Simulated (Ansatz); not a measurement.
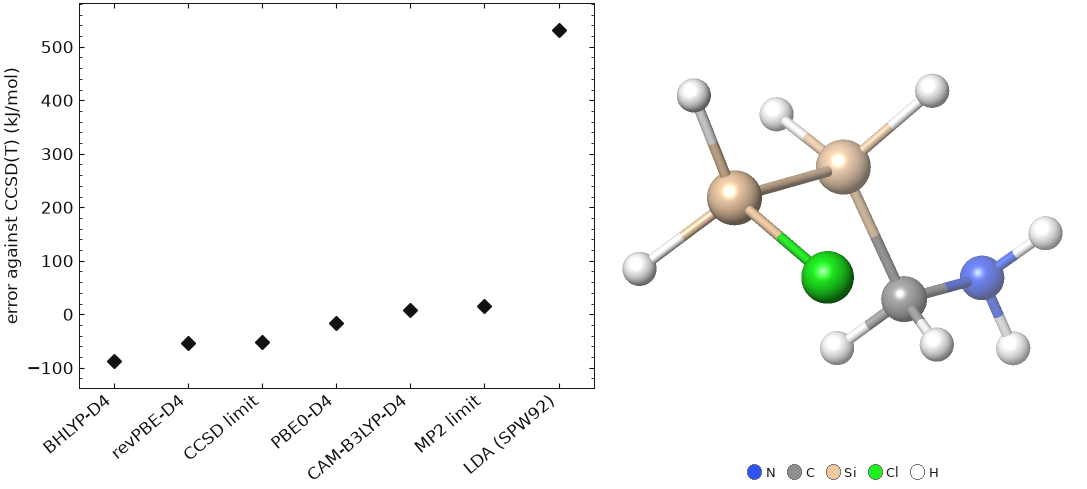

Error in the electronic atomisation energy (method less reference, so positive means overbinding) of CH₈ClNSi₂, SMILES NC[SiH2][SiH2]Cl: functionals in def2-TZVPP against frozen-core CCSD(T) at the limit (MP2 extrapolated from triple and quadruple zeta, plus CCSD(T) less MP2 in a smaller set), which gives 4250.8 kJ/mol, at a PBE0-D4/def2-TZVP geometry (a minimum by its frequencies), no zero-point or spin-orbit term, the Ansatz code. The reference leaves out core correlation, a term that grows with the number of heavy atoms. Limit means the basis limit.

What range do the values span?

Answer. From −87.6 kJ/mol (BHLYP-D4) to 531.5 kJ/mol (LDA (SPW92)).

Which of these levels overbind, and which underbind?

Answer. Overbind: LDA (SPW92). Underbind: BHLYP-D4, revPBE-D4 and CCSD limit. Within 25 kJ/mol of zero, too close to call in view of what the reference leaves out: PBE0-D4, CAM-B3LYP-D4 and MP2 limit.

Caveats, for all or some of the runs: one conformer of a flexible molecule.
